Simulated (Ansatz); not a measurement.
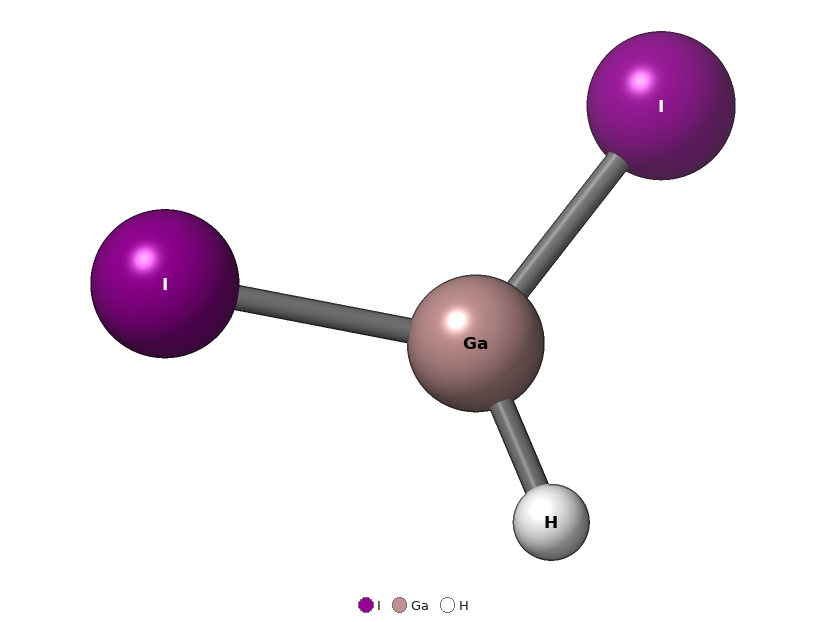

Starting geometry of the run.

The calculation was set up as follows.

```yaml
crystal:
  periodic: [false, false, false]
  atoms:
    - {symbol: I, position_ang: [-2.246985, 0.003747, -0.650126]}
    - {symbol: Ga, position_ang: [0.147661, 0.198886, -0.055232]}
    - {symbol: I, position_ang: [1.199065, -1.754204, 1.043076]}
    - {symbol: H, position_ang: [0.955660, 1.491271, -0.358117]}
basis:
  gaussian: {orbitals: x2c-TZVPPall, point_charges: [{charge: -1.00, position_ang: [4.231, -0.442, 0.878]}]}
hamiltonian: {xc: {name: HF}}
accuracy: high
```

It was started with:

```sh
ansatz run in.yaml --threads 2 --pin off --events-out ev --progress --plain --max-ram 4352MiB
```

Result:

```
Functional definition: HF
  name "HF"
  cite "Fock, Z. Phys. 61, 126 (1930) doi:10.1007/BF01340294"
  parent pbe
  exchange = exact_x
  correlation = 0
2959 factors; integrals over basis functions are off by at most 5.0e-9 eV
mean field evaluation 1: about -439969.7095 eV, gradient 1.7e1 eV
mean field evaluation 2: about -439969.8333 eV, gradient 1.8e1 eV
mean field evaluation 4: about -439970.9226 eV, gradient 2.2e0 eV
mean field evaluation 8: about -439970.9508 eV, gradient 3.5e-1 eV
mean field evaluation 16: about -439970.9511 eV, gradient 2.2e-8 eV
mean field -439970.95110207 eV, -16168.6342299793 hartree, gradient 9.2e-8 eV, S^2 0.000000; 0 other end points of the search recorded, 0 dependent functions left out
reference -439970.95110207 eV, -16168.6342299793 hartree; 69, 69 occupied and 113, 113 virtual orbitals, 2959 factors
Total energy: -439970.95110207 eV, -16168.6342299793 hartree
Relativity: scalar
```

Self-consistency was reached.
